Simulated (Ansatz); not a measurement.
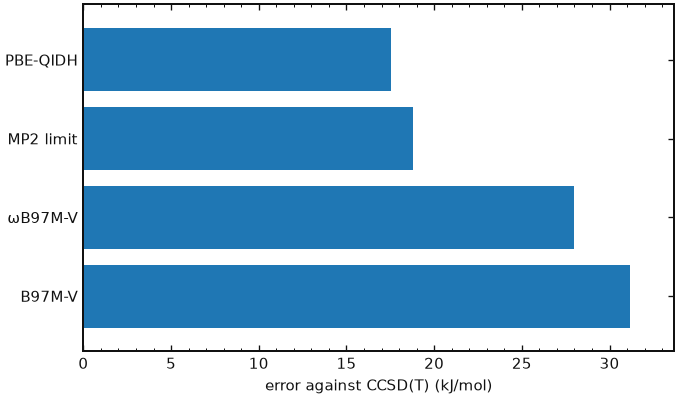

Error in the electronic atomisation energy (method less reference, so positive means overbinding) of CH₅BZn, SMILES C[BH][ZnH], singlet: functionals in def2-TZVPP against frozen-core CCSD(T) at the limit (MP2 extrapolated from triple and quadruple zeta, plus CCSD(T) less MP2 in a smaller set), which gives 2392.3 kJ/mol, at a PBE0-D4/def2-TZVP geometry (a minimum by its frequencies), no zero-point or spin-orbit term, the Ansatz code. The reference leaves out core correlation, a term that grows with the number of heavy atoms. Choice of cores on heavy atoms: Zn/Cu 3s3p. PBE-QIDH holds a correlation term that converges slowly with the basis, so part of the distance to the limit is basis error. No dispersion term is added to PBE-QIDH. Limit means the basis limit.

> What range do the values span?

From 17.6 kJ/mol (PBE-QIDH) to 31.2 kJ/mol (B97M-V).

> Give the values.

| level | kJ/mol |
| --- | --- |
| PBE-QIDH | 17.6 |
| MP2 limit | 18.8 |
| ωB97M-V | 28.0 |
| B97M-V | 31.2 |

Caveats, for all or some of the runs: no scalar relativity up to krypton.
